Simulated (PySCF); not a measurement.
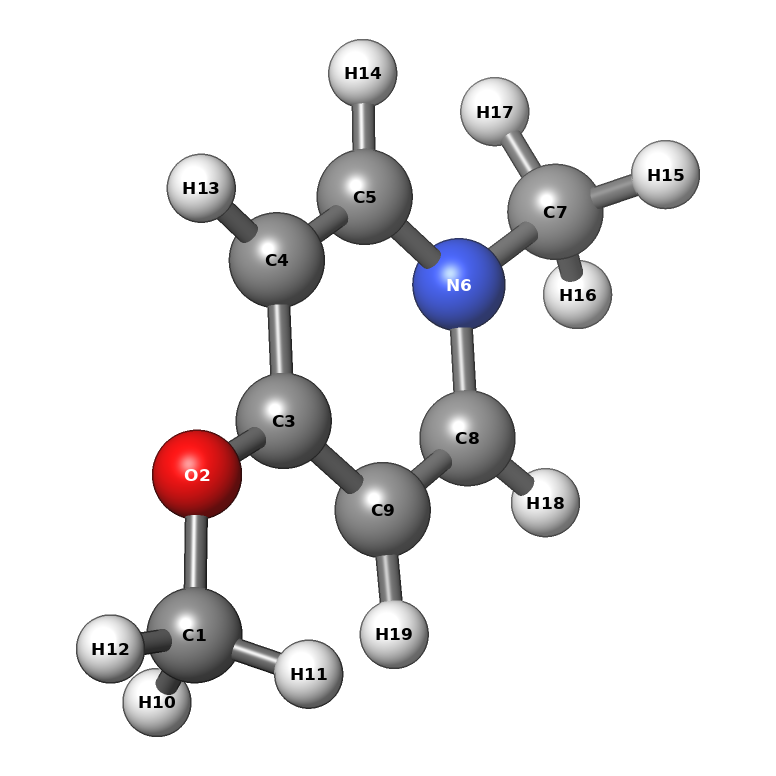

Charge +1, singlet. The computed structure is the end point of a PBE0-D3(BJ)/def2-SVP optimisation. No frequency run is at hand to confirm it as a minimum. Method: TDDFT ωB97X-D/def2-SVPD, vertical, gas phase, core orbitals frozen in the response (PySCF 2.14.0), and the same with a continuum solvent (IEF-PCM, Bondi radii x 1.2, gas-phase geometry).

How do HOMO–LUMO gap (eV), lowest singlet (eV) change in chloroform (ε = 4.7)?

```csv
medium,HOMO–LUMO gap (eV),lowest singlet (eV)
gas phase,9.55,5.50
chloroform,9.63,5.50
```
